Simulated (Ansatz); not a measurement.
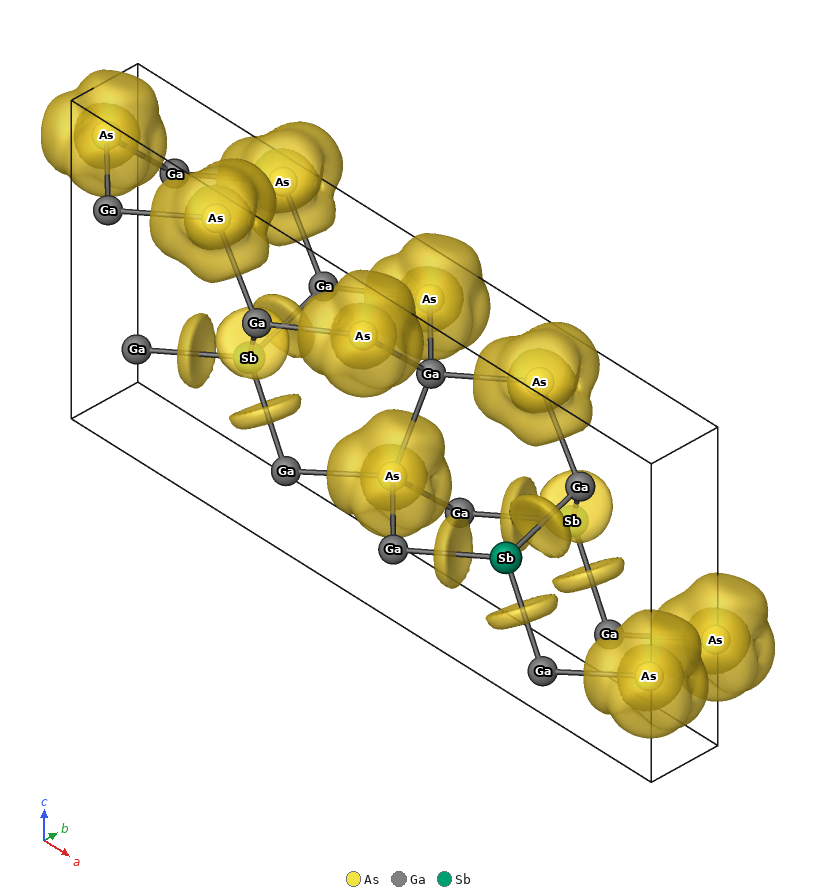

Figure. Ga₄SbAs₃. Isosurface of the electron localisation function at 0.6 (yellow), seen slightly off an axis. Core shells and regions of very low density are left out. Sticks mark near contacts.

Space group Cm; started from the ordered alloy on wurtzite lattice prototype, which need not be the ambient phase.

Theory: DFT, PBE, plane waves, PAW (Ansatz 0.2.0).

> What do the ELF domains correspond to?

The ELF exceeds this value in eight regions between bonded Ga–Sb atoms (shared pairs) and six regions on As in which the atom's valence shell and bonds are merged, counted in one cell of 16 atoms. Any copies at cell faces, edges or corners count once.

Values along the shortest contacts:
Ga–As (2.48 Å): the ELF peaks at about 0.80 between the atoms (a shared electron pair). Ga–Sb (2.61 Å): the ELF peaks at about 0.70 between the atoms.
